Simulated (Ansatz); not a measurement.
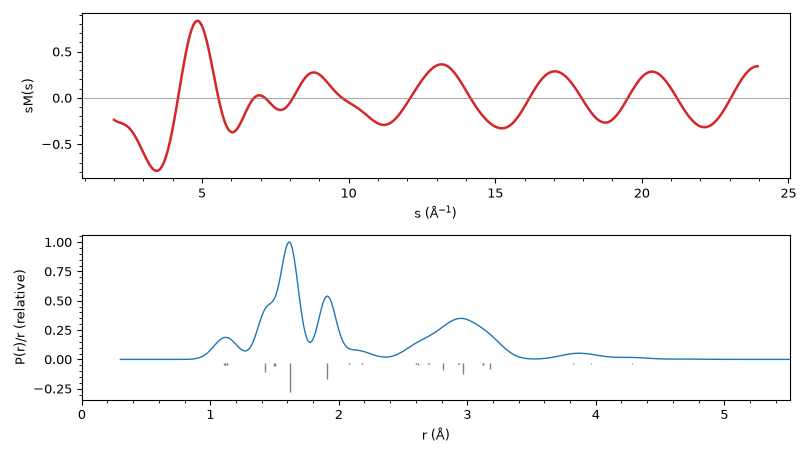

Simulated gas electron diffraction: reduced molecular intensity sM(s) from the Debye equation in the first Born approximation (top) and the radial distribution curve (bottom) of C2H6FSi (charge +1, ignored in the scattering factors). Each pair of atoms contributes with weight ZᵢZⱼ/r (bars below the curve); damping constant 0.001 Å²; vibrational amplitudes assumed, not computed: 0.05 Å for bonds, 0.078 Å for bonds to H, 0.06 + 0.015 r up to 0.15 Å for other pairs. The geometry is the end point of an optimisation (RKS PBE-D4/def2-SVP in Ansatz 0.2.0); it may be a saddle point or a higher isomer.

Question: Read the positions of the first 5 clear peaks and name the main pairs (– for bonds).

Answer: Peak 1, 1.12 Å: C–H 1.10–1.13 Å (×4)
Peak 2, 1.61 Å: Si–H 1.50 Å (×2), Si–F 1.62 Å, not resolved; in its flanks C–C 1.43 Å
Peak 3, 1.91 Å: Si–C 1.91 Å, C···H 2.08 Å (×2), not resolved; in its flanks C···H 2.18 Å
Peak 4, 2.95 Å: F···C 2.81–3.18 Å (×2), Si···C 2.97 Å, Si···H 3.12 Å (×2), not resolved
Peak 5, 3.87 Å: F···H 3.83 Å, C···H 3.83–3.84 Å (×2), Si···H 3.96 Å, not resolved; in its flanks F···H 4.28 Å
